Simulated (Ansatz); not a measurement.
S2Si2 (charge −1, quartet)

Input file:

```
crystal:
  periodic: [false, false, false]
  atoms:
    - {symbol: Si, position_ang: [-0.121478, 1.378043, -0.167724]}
    - {symbol: Si, position_ang: [0.129173, -1.382151, -0.122267]}
    - {symbol: S, position_ang: [-1.678810, -0.150742, 0.102710]}
    - {symbol: S, position_ang: [1.671114, 0.154851, 0.187272]}
basis:
  gaussian: {orbitals: def2-TZVPD, initial_orbitals: start.molden}
total_charge: -1
magnetization: {spin_polarized: true, initial_magnetization: 3}
hamiltonian: {xc: pbe0, dispersion: d4}
scf: {omitted_lower_state_checks: [starts]}
output: {orbitals: {seedname: orbitals}}
```

Command:

```sh
ansatz run in.yaml --threads 4 --pin off --events-out ev --progress --plain --max-ram 3916MiB
```

Geometry: PBE0-D4/def2-TZVPD; the highest occupied orbital lies above zero, a sign that basis and functional describe the outermost electron poorly.

Method: UKS PBE0-D4/def2-TZVPD (Ansatz).

> What will maps of the electron density, electron localisation function and spin density show?

Si–S (2.20 Å): ρ at the midpoint is about 0.7 e/Å³, with its minimum of 0.57 e/Å³ about 0.8 Å from Si; the ELF peaks at about 0.85 between the atoms (a shared electron pair).
The unpaired spin (3 electrons) lies mostly on Si1 (about 1.1), Si2 (about 1.1), S3 (about 0.4) and S4 (about 0.4), in electrons by Hirshfeld's partition.

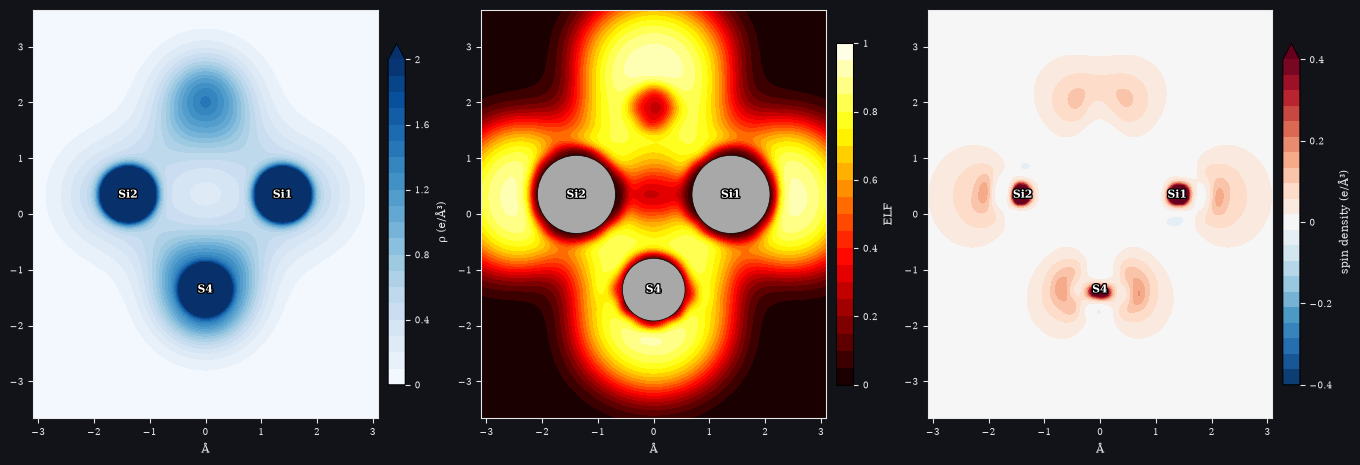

Computed electron density, electron localisation function and spin density on the plane of atoms Si1, S4 and Si2, in this order. Grey discs cover the atomic cores in the ELF map. 
